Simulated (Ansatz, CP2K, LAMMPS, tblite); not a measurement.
## 47In2O3-53ZnO (mol %) with crystalline order left by the classical run (65 atoms): runs against a plane-wave reference

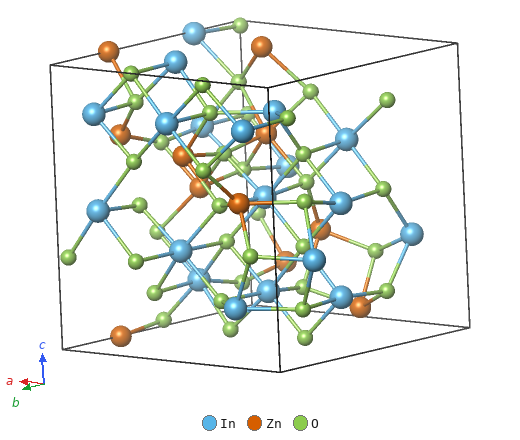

The cell (indium blue, zinc orange, oxygen green). Some periodic images of atoms are drawn too.

Density of this cell: 6.43 g/cm³. The cell holds 65 atoms: 18 In, 10 Zn and 37 O. Cell: a = 9.493 Å, b = 9.493 Å, c = 9.493 Å, α = 90.0°, β = 90.0°, γ = 90.0°. 65 atoms (18 Sc, 10 Zn, 37 O) placed at random at 4.13 g/cm³, melted at 5000 K for 10 ps at fixed volume with the Morse and Coulomb pair potential with partial charges (Pedone, Malavasi, Menziani, Cormack and Segre, J. Phys. Chem. B 110, 11780 (2006)). Quenched from 5000 K to 300 K at 100 K/ps and fixed volume, held 10 ps at zero pressure, then minimised at fixed cell. Then Sc was replaced by In and the cell scaled by 1.027 (the potential has no terms for the new elements, so the cell is a start for a DFT relaxation).

Geometry: as built.

The reference, a calculation:

```
method                                           : Kohn-Sham DFT, PBE, PAW, plane waves (Ansatz 0.2.0); cutoff 420 eV, Γ point, fermi-dirac smearing of 0.05 eV; PAW set soft_2
r.m.s. force component                           : 0.347 eV/Å
longest force                                    : 1.26 eV/Å
pressure                                         : 2.048 GPa
gap (highest filled to lowest empty level) : 0.5071 eV
SCF cycles                                       : 10
time                                             : 15 s on 4 threads of Arm Neoverse V1, shared host
CPU time                                         : 52 s
```

Runs, in no order:
A. CP2K PBE, SZV-MOLOPT-SR, 800/50 Ry, OT DIIS: Kohn-Sham DFT, PBE, GTH-PBE pseudopotentials, Gaussian and plane waves, SZV-MOLOPT-SR-GTH, orbital transformation
B. CP2K PBE, DZVP-MOLOPT-SR, 280/50 Ry, OT DIIS: Kohn-Sham DFT, PBE, GTH-PBE pseudopotentials, Gaussian and plane waves, DZVP-MOLOPT-SR-GTH, orbital transformation
C. CP2K PBE, DZVP-MOLOPT-SR, 800/50 Ry, OT DIIS: Kohn-Sham DFT, PBE, GTH-PBE pseudopotentials, Gaussian and plane waves, DZVP-MOLOPT-SR-GTH, orbital transformation

Q: Order them from the smallest to the largest r.m.s. force difference.

C, A, B.

```
                                            run  Δ force, r.m.s. (meV/Å)  share of r.m.s. force (%)  CPU time
C. CP2K PBE, DZVP-MOLOPT-SR, 800/50 Ry, OT DIIS                     55.6                       16.0    23 min
 A. CP2K PBE, SZV-MOLOPT-SR, 800/50 Ry, OT DIIS                      252                       72.7    13 min
B. CP2K PBE, DZVP-MOLOPT-SR, 280/50 Ry, OT DIIS                     1013                        292    19 min
```

The network of bonds at the start is that of the classical potential that made the cell, and needn't be the one that DFT or experiment would give. The electronic-structure runs sample only Γ, in a cell whose shortest periodic width is 9 Å.

[Logs are printed without paths, hosts, clocks, repeated set-up lines and the standing remarks that a program may print on its own settings, such as how far it seeks lower states.]

[Hosts, paths, dates, database ids (printed as entryN), source tags and the programs' standing remarks are cut or masked in the printed files.]
